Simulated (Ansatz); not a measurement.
The starting structures come from a database of crystals and need not be the phases stable at ambient conditions.

 Where the default PAW files enter, the runs use the earlier of Ansatz's two default sets.

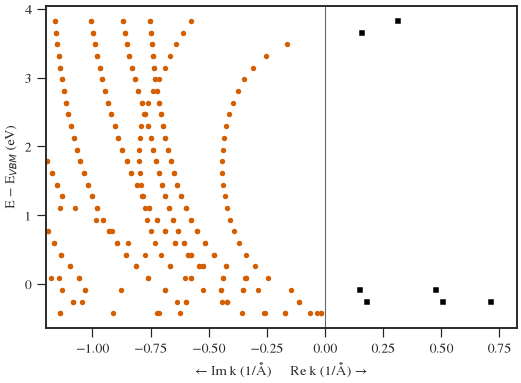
Complex bands at the centre of the two-dimensional zone; r2SCAN (Ansatz, a quantum-chemistry and plane-wave program)

The gap is the functional's own. No spin-orbit coupling. Mid-gap values are interpolated on the energy grid.

Question: This is RbBiF₆ (R-3, not sure to be the ambient phase, 8 atoms a cell, 16.5 Å³ an atom, -2 GPa at this level) along the normal of (110). Read off the slowest decay at the centre of the two-dimensional zone at 1.78 eV, the computed energy nearest the middle of the gap.

Answer: κ ≈ 0.44 1/Å, a decay length 1/(2κ) of the density of 1.1 Å.
